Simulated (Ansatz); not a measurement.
# Calculations on CH₆BClS

## 1. Relaxation

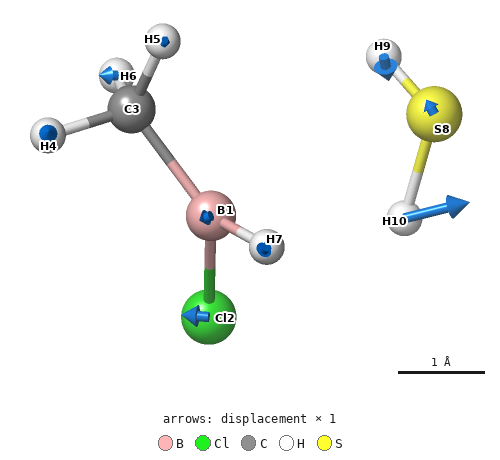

This is a relaxation of CH$_{6}$BClS. The starting structure is drawn; blue arrows show the displacements, at their true length. The two geometries are superimposed by the best rigid fit.

Style: ball-and-stick. Shown at a tilt.

The run prepares an end point of a later path (reaction) calculation, from a guessed geometry.

The calculation used RKS BHLYP/6-31G* in Ansatz.

The input:
```yaml
crystal:
  periodic: [false, false, false]
  atoms:
    - { symbol: B, position_ang: [0.070476, -0.208935, 0.013879] }
    - { symbol: Cl, position_ang: [0.016531, -0.812895, 1.740758] }
    - { symbol: C, position_ang: [1.425394, -0.136624, -0.739632] }
    - { symbol: H, position_ang: [1.622375, -1.12344, -1.170984] }
    - { symbol: H, position_ang: [1.399451, 0.569363, -1.564612] }
    - { symbol: H, position_ang: [2.267472, 0.093267, -0.09374] }
    - { symbol: H, position_ang: [-0.997945, -0.042333, -0.465308] }
    - { symbol: S, position_ang: [-0.15825, 2.675985, 1.099784] }
    - { symbol: H, position_ang: [1.106551, 2.758801, 1.518796] }
    - { symbol: H, position_ang: [-0.467755, 1.703511, 2.013458] }
basis:
  gaussian: { orbitals: "6-31G*" }
hamiltonian:
  xc: { name: BHLYP }
relax:
  f_tol: 0.03
  max_steps: 50
output:
  orbitals: {}
```

Command:
```bash
ansatz run input.yaml --threads 1 --pin off --max-ram 2048MiB --backend cpu --events-out ev --progress --plain --runs-dir out
```

**Which element moves most?**

Hydrogen: up to 0.82 Å, against 0.33 Å for chlorine.

**What happened in the run?**

The largest move after the best rigid fit is that of H10, 0.82 Å. By element the largest moves are H 0.82 Å, Cl 0.33 Å, S 0.20 Å, B 0.17 Å, C 0.08 Å. Some distances before and after: B1–Cl2 1.830 → 1.774 Å, S8–H10 1.370 → 1.336 Å. Bond angles that change, for instance: C3–B1–H7 125.8° → 123.6°. The energy falls by 11.3 kJ/mol in 15 accepted moves (18 points after the start). The largest force component goes from 0.83 to 0.029 eV/Å. The line search rejected the trial steps at points 2, 7, 17 of the run. The forces were under the threshold at step 8, but the run went on from there.

Limits of the set-up: the start holds two separate molecules, 2.6 Å apart at their closest, whose relative position is a soft coordinate and is computed without a dispersion correction.

## 2. Relaxation

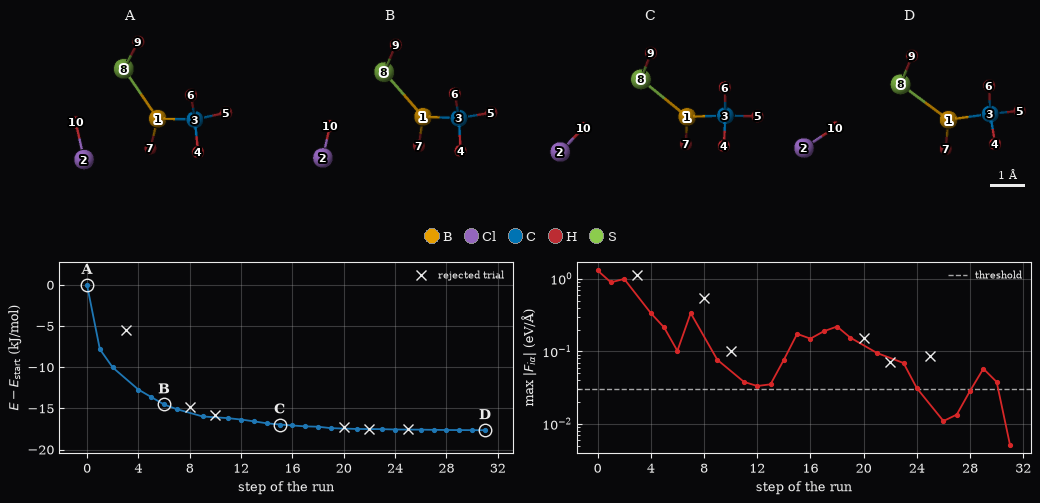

Frames of a relaxation of CH$_{6}$BClS, marked on the history of the run. The picture is a ball-and-stick view, seen at a tilt.

The run prepares an end point of a later path (reaction) calculation, from a guessed geometry.

Method: RKS BHLYP/6-31G* (Ansatz 0.2.0). Set-up: no spin polarisation; force threshold 0.03 eV/Å; at most 50 steps.

Question: What happens along the run?

Answer: The energy falls by 17.6 kJ/mol in 25 accepted moves (31 points after the start). Largest force component: 1.3 eV/Å at the start, 0.0052 eV/Å at the end. The line search rejected the trial steps at points 3, 8, 10, 20, 22, 25 of the run. The forces were under the threshold at step 26, but the run went on from there. The largest move after the best rigid fit is that of Cl2, 1.84 Å. By element the largest moves are Cl 1.84 Å, H 0.67 Å, S 0.64 Å, C 0.52 Å, B 0.33 Å. Some distances before and after: B1–S8 1.860 → 1.798 Å, Cl2–H10 1.328 → 1.283 Å, C3–H4 1.087 → 1.091 Å. Bond angles that change, for instance: B1–C3–H4 111.6° → 109.3°, B1–C3–H5 107.3° → 109.5°. Groups turn about B1–C3 by about 25°. From step 0 to 6: Cl2 moves most (0.68 Å), energy −14.5 kJ/mol. From step 6 to 15: Cl2 moves most (0.69 Å), energy −2.43 kJ/mol. From step 15 to 31: Cl2 moves most (0.53 Å), energy −0.69 kJ/mol.

Limits of the set-up: the start holds two separate molecules, 2.6 Å apart at their closest, whose relative position is a soft coordinate and is computed without a dispersion correction.

## 3. Path

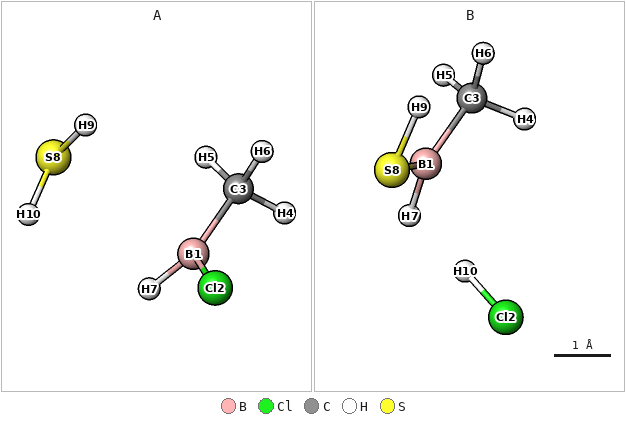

The two relaxed end points of a path for CH6BClS, made up at the start of CH4BCl and H₂S. Style: ball-and-stick. Shown at a tilt.

Theory: RKS BHLYP/6-31G* in Ansatz 0.2.0.

Settings: 9 movable images; climbing image; force threshold 0.03 eV/Å; iteration limit 41.

Start:
```xyz
10

B     0.1548   -0.3348    0.0740
Cl    0.2518   -1.0448    1.6964
C     1.4329   -0.1900   -0.8016
H     1.5271   -1.1047   -1.3945
H     1.3497    0.6312   -1.5085
H     2.3502   -0.0863   -0.2288
H    -0.9399   -0.1329   -0.3261
S     0.0246    2.7132    1.0190
H     1.0309    2.6409    1.8945
H    -0.8977    2.3849    1.9280
```

End:
```xyz
10

B     0.2439    0.6272   -0.5256
Cl   -1.1447    0.0645    3.9681
C     1.5979    0.1041   -1.0945
H     1.6448   -0.9791   -0.9730
H     1.6324    0.2788   -2.1706
H     2.4889    0.5366   -0.6482
H    -0.7978    0.2390   -0.9392
S     0.0716    1.8485    0.7821
H     1.3588    2.0804    1.0626
H    -0.8114    0.6765    2.8907
```

Question: Predict the minimum-energy path and its barrier.

Answer: The energy climbs by 27.8 kcal/mol to image 4 and then falls by 24.6 kcal/mol, so the end point sits at +3.2 kcal/mol. Breaking: B1–Cl2 (1.77 → 2.24 at the top → 4.74 Å), S8–H10 (1.34 → 1.62 at the top → 2.57 Å). Forming: B1–S8 (3.19 → 1.96 at the top → 1.80 Å), Cl2–H10 (3.62 → 1.57 at the top → 1.28 Å). The band converged in 20 iterations. The largest component of the band force went from 7.7 to 0.022 eV/Å. The climbing image converged on the top of the path. Its vibrational analysis gives one imaginary mode (1175i cm⁻¹), as a transition state must have.

Energies of the converged images:

```csv
image,path (Å),E (kcal/mol)
0,0.00,0.0
1,0.70,0.1
2,1.40,1.2
3,2.11,7.2
4,2.81,27.8
5,3.43,11.1
6,4.06,5.0
7,4.69,3.9
8,5.32,3.5
9,5.94,3.3
10,6.57,3.2
```

The geometry at the top of the path:

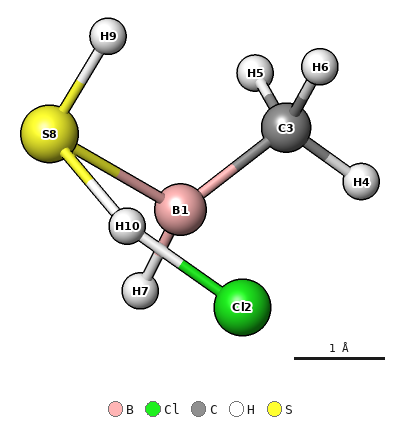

Limits of the set-up: the start holds two separate molecules, 3.2 Å apart at their closest, whose relative position is a soft coordinate and is computed without a dispersion correction.
